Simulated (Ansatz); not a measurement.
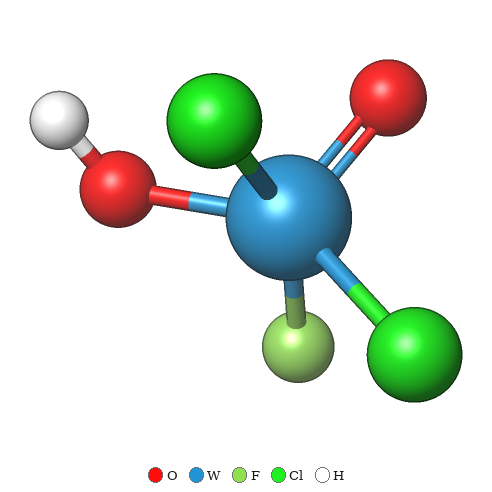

A ball-and-stick model of a molecule. Double and triple bonds are drawn as two and three sticks.

Charge 0, singlet.

Identify the structure.

Formula Cl₂FHO₂W. SMILES: `[O]=[W]([OH])([F])([Cl])[Cl]`. This geometry has C1 symmetry. Coordination, clear cases only: 1 O bent.

The parts below concern this one geometry. Atoms keep their numbers from picture to picture. Computed geometry: PBE0-D4/def2-TZVP optimisation.

### Dipole moment

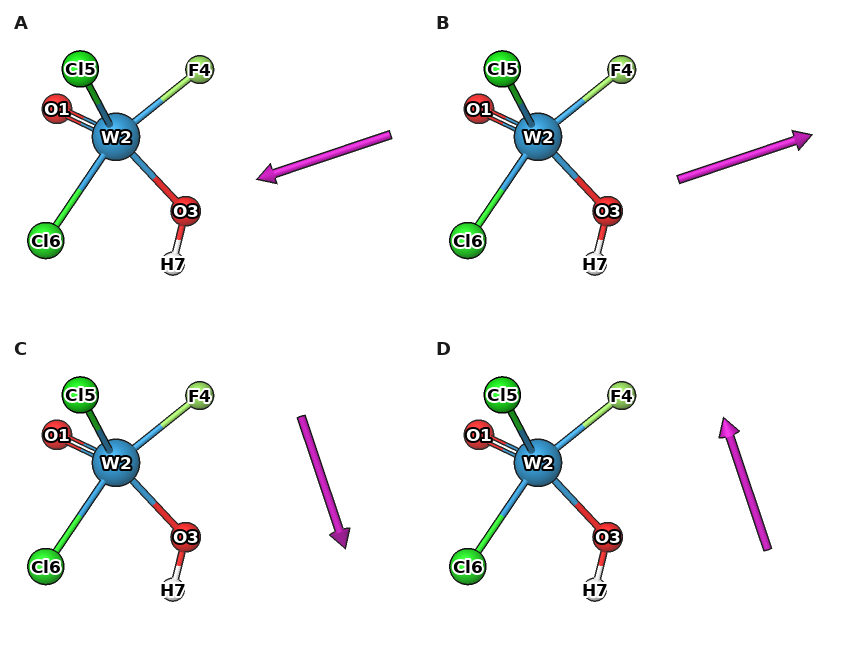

The same molecule four times, each with an arrow. Method: RKS r2SCAN-D4/def2-TZVPP, core potentials on W (Ansatz 0.2.0).

Which arrow points along the dipole moment, from the negative to the positive end?

Answer. C. The dipole moment is 2.01 D; it points from the side of Cl5 to the side of H7 (the outermost atoms at the two ends).

### Vibrations

Harmonic vibrations computed with RKS PBE0-D4/def2-TZVP, core potentials on W (Ansatz 0.2.0) at a stationary point of the same level.

List the wavenumbers.

Answer. 15 modes: 73, 143, 160, 198, 252, 282, 292, 306, 363, 407, 581, 689, 742, 1084, 3894 cm⁻¹.

### Thermal motion

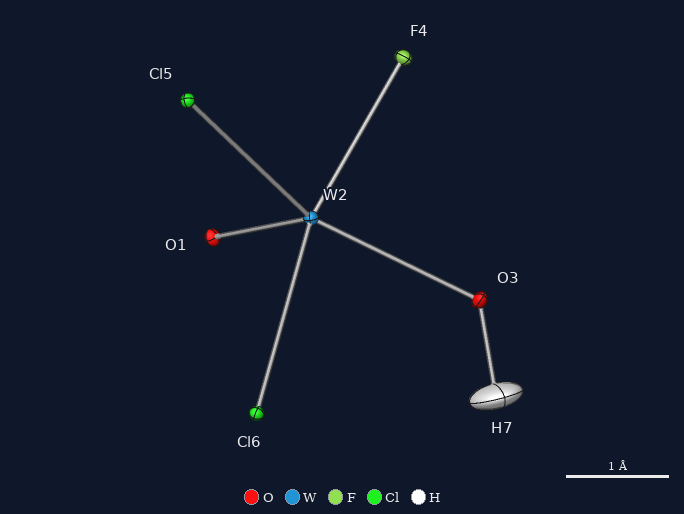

Displacement ellipsoids at the 50 % level, from the internal vibrations of the free molecule (harmonic, no overall translation or rotation; no half-axis is drawn under 0.075 Å). Vibrations computed with RKS PBE0-D4/def2-TZVP, core potentials on W (Ansatz 0.2.0). Temperature: 0 K (zero-point motion alone).

Give the displacement parameters, one line for each set of equivalent atoms.

```
atom  U_eq (Å²)   rms amplitudes (Å)
  O1     0.0026  0.032, 0.056, 0.060
  W2    0.00013  0.011, 0.011, 0.012
  O3     0.0036  0.038, 0.056, 0.079
  F4     0.0031  0.036, 0.057, 0.070
 Cl5     0.0014  0.033, 0.039, 0.040
 Cl6     0.0014  0.033, 0.037, 0.041
  H7     0.0410  0.081, 0.175, 0.293
```

### Charges

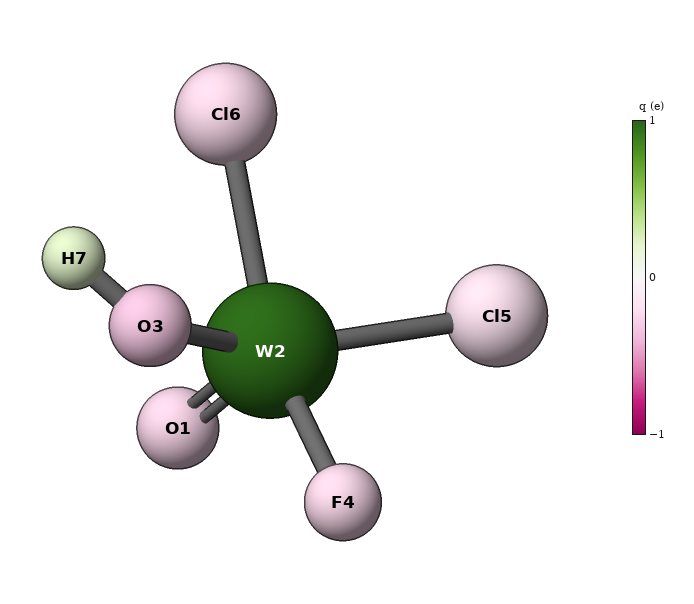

Atoms are coloured by their Mulliken charges. Properties computed with RKS PBE-D4/def2-TZVPP, core potentials on W (Ansatz 0.2.0).

Give the Mulliken charges atom by atom.

```json
{"atom": "O1", "value (e)": "−0.24"}
{"atom": "W2", "value (e)": "0.95"}
{"atom": "O3", "value (e)": "−0.31"}
{"atom": "F4", "value (e)": "−0.22"}
{"atom": "Cl5", "value (e)": "−0.18"}
{"atom": "Cl6", "value (e)": "−0.22"}
{"atom": "H7", "value (e)": "0.22"}
```

Mulliken values depend strongly on the basis set and can even reverse the polarity of a bond.
